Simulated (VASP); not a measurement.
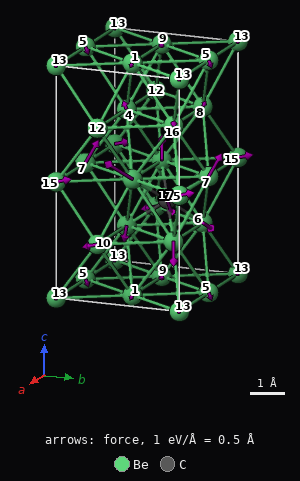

Starting geometry of a defect cell of composition Be16C with the computed forces as purple arrows. The picture is a ball-and-stick view of the cell of the calculation, seen slightly off an axis.

The run lets the atoms move in a fixed cell.

All numbers below come from Kohn-Sham DFT of a periodic cell, PBEsol, VASP PAW PBE potentials, recommended (VASP 6.6.1).

Input
```
PREC     = Accurate       # precision mode
ENCUT    = 520            # plane-wave cutoff, eV
EDIFF    = 1E-6           # SCF threshold, eV
ISMEAR   = 0              # smearing method
SIGMA    = 0.05           # smearing width, eV
LREAL    = Auto         
LASPH    = True           # aspherical terms in the spheres
NELM     = 80             # most SCF steps
ALGO     = Normal         # electronic algorithm
ISIF     = 2              # what is computed and relaxed
LWAVE    = False          # write WAVECAR
LCHARG   = False          # write CHGCAR
GGA      = PS             # functional
IBRION   = 2              # ionic algorithm
NSW      = 80             # ionic steps
EDIFFG   = -0.03          # ionic threshold
```

Launched with:
```bash
cat potpaw_PBE.64/Be/POTCAR potpaw_PBE.64/C/POTCAR > POTCAR
mpirun -np 1 vasp_std > vasp.out
```

Q: What follows when this structure is relaxed?

A: It isn't relaxed: the largest force vector, on a Be atom, is 2.80 eV/Å. The final displacements follow the starting forces only in part (cosine between the two patterns 0.78). A Be atom moves most: 0.13 Å along +c. By element the largest moves are Be 0.13 Å, C 0.04 Å. The lattice vectors keep their values. Among the contacts that change: Be–Be 2.229 → 2.460 Å, Be–Be 2.229 → 2.430 Å, Be–Be 2.290 → 2.470 Å, Be–Be 2.290 → 2.110 Å. Bond angles that change, for instance: Be–C–Be 93.8° → 86.8°, Be–C–Be 92.4° → 86.8°, Be–C–Be 87.7° → 93.1°. After 15 geometry steps the energy has fallen by 0.807 eV per cell of the calculation. Largest force component: 1.9 eV/Å at the start, 0.024 eV/Å at the end.

Limits of the set-up: the periodic images lie only 4.0 Å apart, so the values are limited by the cell's size.
